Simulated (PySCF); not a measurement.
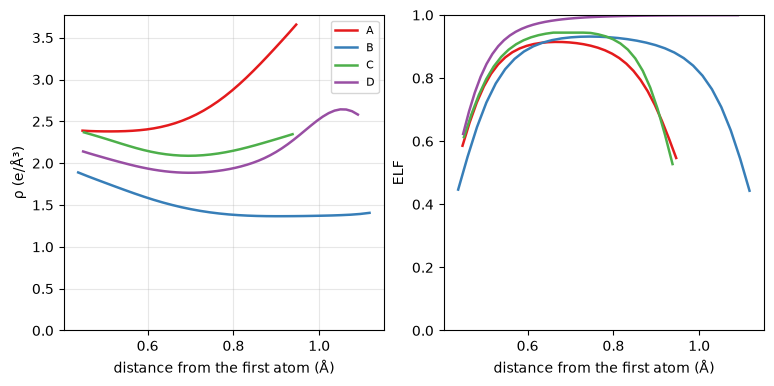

Figure 1: C₆H₇NS. Electron density and ELF along straight lines between neighbouring atoms. The curves leave out the atomic cores.

Geometry: PBE0-D3(BJ)/def2-SVP.

Level of theory: PySCF, wB97X-D/pcSseg-1, SCF density, in a chloroform solvent model, non-relativistic.

```xyz
15

C     2.6979   -0.3146    0.2014
S     1.6876    1.1637    0.0304
C     0.0569    0.5278   -0.0598
C    -0.2837   -0.8287   -0.0203
C    -1.6311   -1.1799   -0.1060
N    -2.6271   -0.3090   -0.2233
C    -2.2956    0.9817   -0.2599
C    -0.9908    1.4532   -0.1836
H     2.6056   -0.9749   -0.6730
H     3.7348    0.0420    0.2648
H     2.4580   -0.8665    1.1215
H     0.4700   -1.6107    0.0744
H    -1.9097   -2.2403   -0.0766
H    -3.1219    1.6957   -0.3568
H    -0.7877    2.5261   -0.2193
```

> Which curve belongs to which contact (C–C, C–H, C–N and C–S)? The first atom named is at distance zero.

Curve A: C–N (1.33 Å): the density is about 2.5 e/Å³ at the midpoint; the ELF peaks at about 0.90 between the atoms: a covalent bond. Curve B: C–S (1.75 Å): ρ is about 1.4 e/Å³ halfway; the ELF peaks at about 0.95 between the atoms; a covalent bond. Curve C: C–C (1.39 Å): the density is about 2.1 e/Å³ at the midpoint; the ELF peaks at about 0.95 between the atoms; localised, covalent bonding. Curve D: C–H (1.09 Å): the density is about 2 e/Å³ at the midpoint; the ELF climbs to about 1 towards the hydrogen, as it does in any bond to H: a covalent bond by its length.
